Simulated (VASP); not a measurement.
Band structure of In (bct). Calculation: PW91 GGA, VASP's PBE PAW potentials (set 64) (plane waves; VASP 6.6.1).

Unless said otherwise, spin-orbit coupling is left out, though it shifts the bands of the heavy elements here.

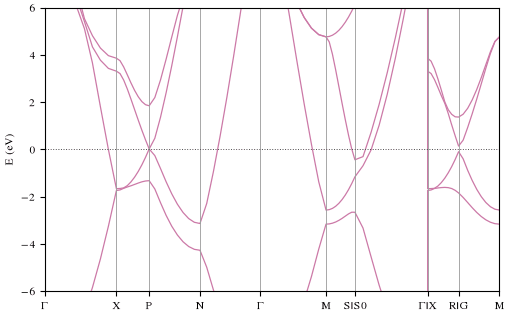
Fig. 1. Bands along high-symmetry lines, zero at the valence-band maximum or, without a gap, the Fermi level

Question: Read the plot: is there a gap, and where are the band edges?

Answer: It has no gap at this level: it comes out as a metal or semimetal. (Edges off the drawn lines would not show.)

The compound is In in the bct structure. It was relaxed first.
